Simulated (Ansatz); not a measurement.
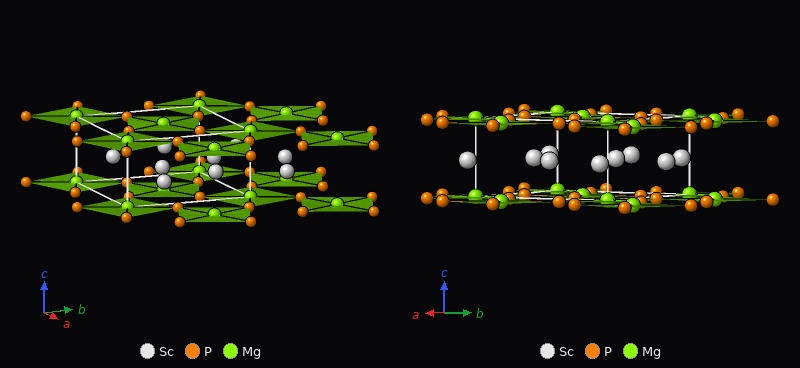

Polyhedra are drawn about Mg (bonds: Mg–P below 3 Å); other atoms are plain spheres. Two views of the same piece.

System MgSc₂P₂ (space group P4/mbm, No. 127); source of the atomic positions: coordinates from a relaxation with DFT, PAW plane waves, r2scan (Ansatz); the starting structure was generated, so it need not be a known form of this composition.

**What figure surrounds each Mg atom, and what does it share with the other drawn polyhedra?**

Mg: MgP4 square, sharing corners with four neighbours.

**What is the connectivity of the polyhedra: isolated, groups, chains, layers or framework?**

They form layers of corner-sharing squares parallel to (001). Their corner atoms also have Sc as close neighbours (those links are not drawn).

**How far apart are the centres of linked polyhedra?**

Centre to centre across a shared corner: 4.99 Å.
